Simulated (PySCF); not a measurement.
## What a change does: NMR shielding calculation on C3H8FSi

System: C3H8FSi, charge +1, SMILES C[Si+](C)CF.
Method of run 1: GIAO PBE0/pcSseg-1 NMR shielding, non-relativistic, IEF-PCM acetone (PySCF 2.14.0).

The geometry comes from this level: PBE0-D3(BJ)/def2-SVP. Text and figures count atoms from 1; the logs count them from 0 in places.

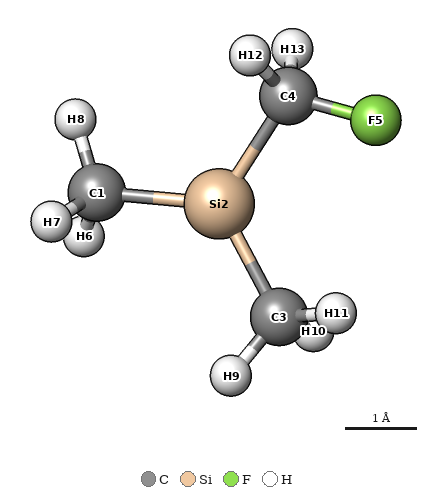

**Figure 1.** The input geometry (ball-and-stick view, seen at a tilt; atoms are numbered from 1 in the order of the input). Bond lengths as drawn: C–F 1.36 Å, C–H 1.10 to 1.11 Å and C–Si 1.82 to 1.87 Å.

**The input, run 1**
```
{"job": {"kind": "nmr", "xc": "PBE0", "basis": "pcSseg-1", "solvent": "acetone", "pop": true}, "charge": 1, "multiplicity": 1}
C     -0.866192    -1.658982    -0.073486
Si    -0.040443    -0.031222    -0.012166
C     -0.927199     1.539822    -0.266096
C      1.796790     0.065334     0.329652
F      2.217348     1.355172     0.273836
H     -1.804809    -1.637889     0.507042
H     -1.159196    -1.854016    -1.123483
H     -0.230480    -2.486205     0.272940
H     -1.815352     1.433171    -0.906858
H     -1.272198     1.892314     0.726845
H     -0.243056     2.309622    -0.656659
H      2.339877    -0.564206    -0.405123
H      2.010604    -0.379936     1.323270
```

The first line tells a small driver script what to run in PySCF; the rest is the geometry in Å.

Launched with:
```bash
OMP_NUM_THREADS=1 python <driver script> task.json out
```

Hardware: 1 CPU thread, shared host.

**Output (run 1)**
```
coarse grid: 10928 points
cycle   1  E = -507.7773576448  dE =  4.537e-01  |g| = 5.500e-01  |ddm| = 3.012e+00
cycle   2  E = -507.7555789986  dE =  2.178e-02  |g| = 6.796e-01  |ddm| = 8.903e-01
cycle   3  E = -507.8398672810  dE = -8.429e-02  |g| = 6.904e-02  |ddm| = 4.637e-01
cycle   4  E = -507.8405742018  dE = -7.069e-04  |g| = 2.522e-02  |ddm| = 6.023e-02
cycle   5  E = -507.8407002603  dE = -1.261e-04  |g| = 3.859e-03  |ddm| = 1.772e-02
cycle   6  E = -507.8407032562  dE = -2.996e-06  |g| = 1.292e-03  |ddm| = 4.016e-03
final grid: 100136 points
cycle   7  E = -507.8747881112  dE = -2.139e-05  |g| = 7.889e-03  |ddm| = 1.595e-02
cycle   8  E = -507.8747844913  dE =  3.620e-06  |g| = 9.132e-03  |ddm| = 1.052e-02
cycle   9  E = -507.8748027677  dE = -1.828e-05  |g| = 8.037e-04  |ddm| = 5.562e-03
cycle  10  E = -507.8748028591  dE = -9.131e-08  |g| = 1.597e-04  |ddm| = 5.362e-04
cycle  11  E = -507.8748028625  dE = -3.393e-09  |g| = 4.008e-05  |ddm| = 1.091e-04
cycle  12  E = -507.8748028628  dE = -3.283e-10  |g| = 1.206e-05  |ddm| = 4.226e-05
converged SCF energy = -507.8748028628

GIAO shielding tensors (ppm)
atom      isotropic    diamagn.    paramagn.     s11        s22        s33       span
  0 C      175.286     258.728     -83.442    145.668    187.994    192.196     46.528
  1 Si     -45.497     883.188    -928.685   -233.699   -174.162    271.370    505.069
  2 C      175.580     257.879     -82.299    142.452    186.475    197.813     55.362
  3 C       98.292     252.675    -154.382     73.269     73.648    147.960     74.692
  4 F      472.410     471.977       0.433    420.595    488.919    507.716     87.121
  5 H       29.080      29.039       0.041     24.928     26.545     35.767     10.838
  6 H       29.331      28.783       0.548     25.359     26.161     36.472     11.113
  7 H       29.046      29.406      -0.360     24.688     27.062     35.389     10.700
  8 H       28.925      29.056      -0.131     24.661     26.620     35.496     10.835
  9 H       29.433      28.531       0.902     25.365     26.001     36.934     11.570
 10 H       28.560      29.301      -0.740     23.925     27.318     34.438     10.513
 11 H       25.406      28.184      -2.778     21.795     24.992     29.430      7.635
 12 H       25.426      28.146      -2.720     21.873     24.987     29.418      7.545
```

The input of run 2 differs as follows (lines with − go, lines with + come):
```diff
-"solvent": "acetone"
-"pop": true
+"solvent": "methanol"
+"pop": false
```

How does run 2 compare with run 1?

The total energy of run 2 is 1.2 kcal/mol lower: the change of the electrostatic solvation energy at this fixed geometry, without cavity or dispersion terms. The HOMO goes from −9.76 to −9.68 eV. The LUMO goes from −3.25 to −3.16 eV. Of all shieldings, the largest change is that of Si2, by +0.7 ppm. The number of SCF iterations is the same.

**Output (run 2)**
```
coarse grid: 10928 points
cycle   1  E = -507.7794104247  dE =  4.516e-01  |g| = 5.494e-01  |ddm| = 3.012e+00
cycle   2  E = -507.7579099571  dE =  2.150e-02  |g| = 6.778e-01  |ddm| = 8.867e-01
cycle   3  E = -507.8417069104  dE = -8.380e-02  |g| = 6.881e-02  |ddm| = 4.614e-01
cycle   4  E = -507.8424091381  dE = -7.022e-04  |g| = 2.512e-02  |ddm| = 6.001e-02
cycle   5  E = -507.8425340951  dE = -1.250e-04  |g| = 3.861e-03  |ddm| = 1.762e-02
cycle   6  E = -507.8425371016  dE = -3.006e-06  |g| = 1.284e-03  |ddm| = 4.018e-03
final grid: 100136 points
cycle   7  E = -507.8766220648  dE = -2.140e-05  |g| = 7.887e-03  |ddm| = 1.595e-02
cycle   8  E = -507.8766184567  dE =  3.608e-06  |g| = 9.127e-03  |ddm| = 1.052e-02
cycle   9  E = -507.8766367109  dE = -1.825e-05  |g| = 8.018e-04  |ddm| = 5.555e-03
cycle  10  E = -507.8766368017  dE = -9.080e-08  |g| = 1.596e-04  |ddm| = 5.338e-04
cycle  11  E = -507.8766368051  dE = -3.386e-09  |g| = 3.992e-05  |ddm| = 1.088e-04
cycle  12  E = -507.8766368054  dE = -3.254e-10  |g| = 1.204e-05  |ddm| = 4.206e-05
converged SCF energy = -507.8766368054

GIAO shielding tensors (ppm)
atom      isotropic    diamagn.    paramagn.     s11        s22        s33       span
  0 C      175.331     258.715     -83.384    145.764    188.015    192.214     46.451
  1 Si     -44.829     883.170    -927.999   -232.583   -173.222    271.317    503.900
  2 C      175.658     257.879     -82.221    142.620    186.518    197.837     55.217
  3 C       98.283     252.685    -154.402     73.210     73.581    148.056     74.846
  4 F      472.711     472.024       0.687    420.874    489.240    508.019     87.145
  5 H       29.082      29.041       0.042     24.929     26.548     35.769     10.840
  6 H       29.331      28.785       0.547     25.359     26.162     36.473     11.115
  7 H       29.049      29.408      -0.359     24.688     27.065     35.394     10.705
  8 H       28.927      29.060      -0.133     24.660     26.622     35.499     10.839
  9 H       29.433      28.535       0.898     25.366     25.997     36.935     11.569
 10 H       28.576      29.316      -0.740     23.940     27.335     34.451     10.511
 11 H       25.399      28.183      -2.784     21.788     24.982     29.427      7.638
 12 H       25.419      28.145      -2.726     21.866     24.977     29.414      7.548
```

**The two runs side by side**

| quantity | run 1 | run 2 |
| --- | --- | --- |
| outcome | converged | converged |
| total energy (hartree) | −507.874803 | −507.876637 |
| HOMO (eV) | −9.76 | −9.68 |
| LUMO (eV) | −3.25 | −3.16 |
| shielding of C1 (ppm) | 175.3 | 175.3 |
| shielding of Si2 (ppm) | −45.5 | −44.8 |
| shielding of C3 (ppm) | 175.6 | 175.7 |
| shielding of C4 (ppm) | 98.3 | 98.3 |
| shielding of F5 (ppm) | 472.4 | 472.7 |
| shielding of H11 (ppm) | 28.6 | 28.6 |
| shielding of H13 (ppm) | 25.4 | 25.4 |
| SCF iterations | 12 | 12 |
| basis functions | 132 | 132 |
| wall time (shared host) | 15 s | 13 s |
